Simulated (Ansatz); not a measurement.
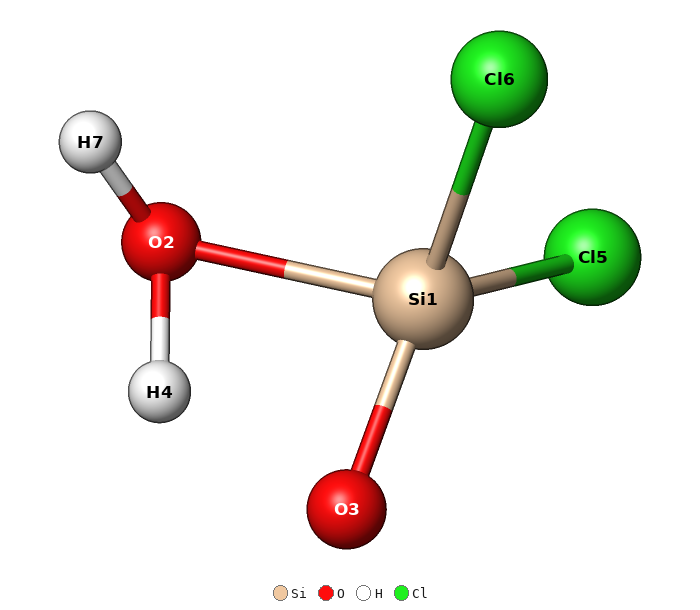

Sticks follow a distance rule. Harmonic vibrations computed with RKS PBE0-D4/def2-TZVP (Ansatz 0.2.0) at a stationary point of the same level.

> Is this a minimum or a saddle point?

A first-order saddle point: one imaginary frequency, 763i cm⁻¹.

> How many vibrational modes are there, and where do they lie?

15 modes: 763i, 164, 185, 257, 269, 431, 485, 549, 599, 786, 842, 1182, 1379, 2319, 3821 cm⁻¹.
